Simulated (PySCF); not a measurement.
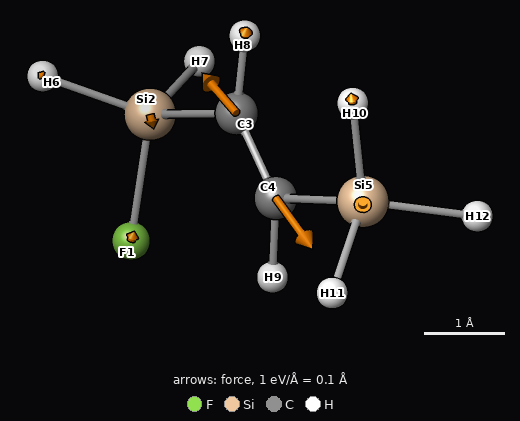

Starting geometry of C$_{2}$H$_{7}$FSi$_{2}$ with the computed forces as orange arrows. The picture is a ball-and-stick view, seen from a free direction.

The start comes from GFN2-xTB. Its atoms were then displaced at random by about 0.03 Å.

All numbers below come from PBE0-D3(BJ)/def2-SVP geometry optimisation, gas phase (PySCF). 

Is this structure relaxed? If not, where do the atoms go?

It isn't relaxed: the largest force vector, on C4, is 9.53 eV/Å. The final displacements have little in common with the starting forces (cosine between the two patterns 0.23). The energy falls by 20.1 kcal/mol in 8 geometry steps. The largest move after the best rigid fit is that of F1, 0.25 Å. By element the largest moves are F 0.25 Å, H 0.24 Å, Si 0.08 Å, C 0.08 Å. Some distances before and after: C4–Si5 1.993 → 1.875 Å, C3–C4 1.235 → 1.345 Å, Si5–H10 1.418 → 1.495 Å, Si2–C3 1.923 → 1.861 Å. Among the angles between lasting bonds that change: C3–C4–H9 129.1° → 117.5°, C4–C3–H8 129.4° → 119.4°, Si5–C4–H9 110.8° → 118.3°.
